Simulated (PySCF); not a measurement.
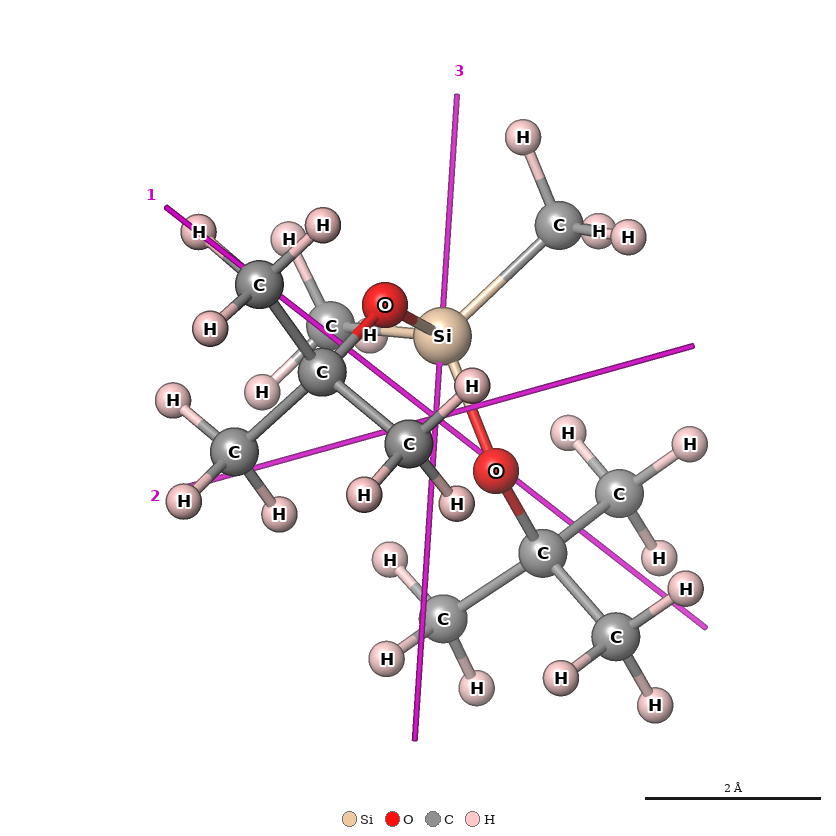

The three principal axes of inertia are drawn and numbered. Depth is shown by fading: the farther an atom, the more it takes the colour of the background. Computed geometry: PBE0-D3(BJ)/def2-SVP optimisation. No frequency run is at hand to confirm it as a minimum. Masses are those of the most abundant isotopes; constants are for the rigid equilibrium geometry.

Question: Which line is the a axis (least moment of inertia), which b and which c?

Answer: a is line 1, b is line 3, c is line 2; the moments are 520, 1068, 1212 u Å².

Question: Classify the rotor and give the rotational constants (MHz).

Answer: An asymmetric top (C1): A = 973, B = 473, C = 417 MHz. Ray's parameter κ is −0.80, nearer the prolate limit.
